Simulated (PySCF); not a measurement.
C2BrFO, SMILES `O=C=C(F)Br`.

PySCF calculation, def2-SVPD basis, gas phase; geometry: GFN2-xTB. No frequency check shows the geometry to be a minimum. GFN2-xTB bond lengths at metals and heavier atoms can be off by up to 0.1 Å and shapes distorted, which carries into these values.

Geometry (Å), atoms numbered from 1:

```
O1      -2.4959   -1.0510    0.0000
C2      -1.6434   -0.2649    0.0000
C3      -0.6053    0.5225    0.0000
F4      -0.6337    1.8624    0.0000
Br5      1.1189   -0.2828    0.0000
```

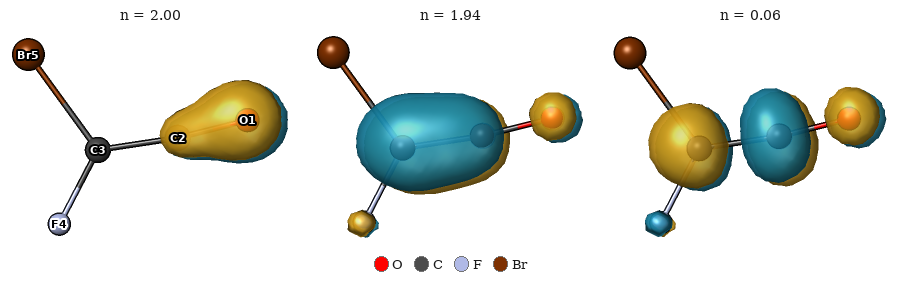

Natural orbitals of the π active space, CASSCF(4,3), singlet state, in order of falling occupation.

Q: How multiconfigurational is the state?

A: The leading determinant weighs 0.97; the effective number of unpaired electrons, Σ n²(2−n)², is 0.02; the most occupied of the weakly occupied orbitals holds 0.06 e, as in an ordinary closed-shell π system. The active space lowers the energy by 0.66 eV against Hartree–Fock.

Q: Where does the lowest triplet lie relative to the singlet, at this geometry and within this active space?

A: 5.67 eV above it by strongly contracted NEVPT2 (+5.70 eV by CASSCF); a small basis tends to put such gaps a few tenths of an eV too high. This is a vertical energy for π states alone; a state that uses lone pairs or σ orbitals may lie lower.

The PySCF run took 3.4 min on 1 thread of Arm Neoverse V1, on a shared host, peak memory 0.39 GiB.
